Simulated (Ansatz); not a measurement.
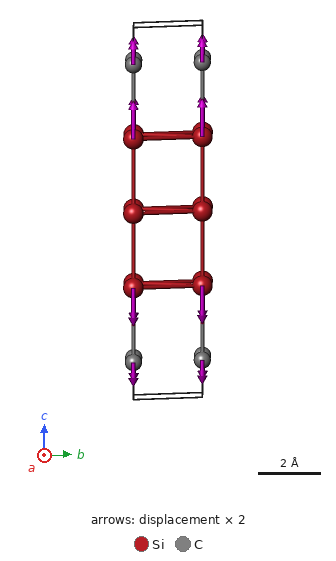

A relaxation of a crystal of Si$_{3}$C$_{2}$ (a generated structure, set up in P6/mmm) (coarse preliminary run). The starting structure is drawn; purple arrows show the displacements (the part carried along by the change of the cell is left out), 2 times their true length.

Style: ball-and-stick. Shown: the cell of the calculation, from a free direction.

Method: DFT PBE, scalar-relativistic, plane waves, PAW in Ansatz. Set-up: plane-wave cutoff 420 eV; k-point mesh 6 × 6 × 2; occupations gaussian; smearing width 0.1 eV; no spin polarisation; cell and atoms relaxed; force threshold 0.04 eV/Å; at most 70 steps.

What happened in the run?

Answer. The largest moves relative to the cell, 0.64 Å, are those of Si atoms. By element the largest moves are Si 0.64 Å, C 0.40 Å. The volume changes by −5.4 %, with a = b 2.597 → 2.758 Å (+6.2 %), c 12.193 → 10.227 Å (−16.1 %). Among the contacts that change: C–C 2.439 → 1.236 Å, C–Si 2.439 → 1.815 Å, Si–Si 2.439 → 2.680 Å, Si–Si 2.597 → 2.758 Å. New bonds form: C–C (2.44 → 1.24 Å). The space group stays P6/mmm (No. 191). Over 9 accepted moves (11 points after the start) the energy falls by 1218 meV per atom. The largest force component goes from 2 to 0.006 eV/Å. Pressure: −11.81 GPa at the start and 0.15 GPa at the end. The line search rejected the trial step at point 4 of the run. The SCF was repeated once at an unchanged geometry on a basis and grid sized afresh for the cell, which shifted the energy by 2.0 meV per atom at most. Cost: 19 s on 1 thread of Intel(R) Xeon(R) Processor @ 2.70GHz (shared host), peak memory 0.35 GiB.

Limits of the set-up: the k-point mesh is coarse for a cell with partly filled bands.
